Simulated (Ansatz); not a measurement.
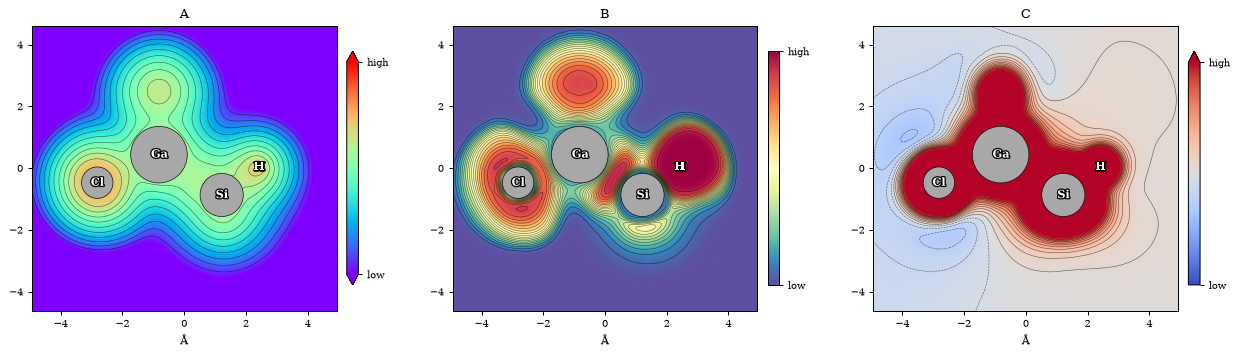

Cl2GaH5OSi: 3 fields on the plane of atoms Cl4, Ga1 and Si6, with unlabelled colour scales. Grey discs cover the atomic cores.

All numbers below come from RKS BLYP-D4/def2-SVP in Ansatz 0.2.0.

Q: The panels show electron density, electron localisation function and electrostatic potential in some order. Assign them.

A: Panel A: electron density. Panel B: electron localisation function. Panel C: electrostatic potential (strongly positive close to the atoms, with negative regions outside electron-rich atoms). From the grid: Ga–Cl (2.20 Å): ρ is about 0.62 e/Å³ halfway; the ELF peaks at about 0.85 in the valence shell of Cl, 0.8 Å from its nucleus, and is about 0.55 at the midpoint. Ga–Si (2.41 Å): ρ is about 0.53 e/Å³ halfway; the ELF peaks at about 0.95 between the atoms (a covalent bond).
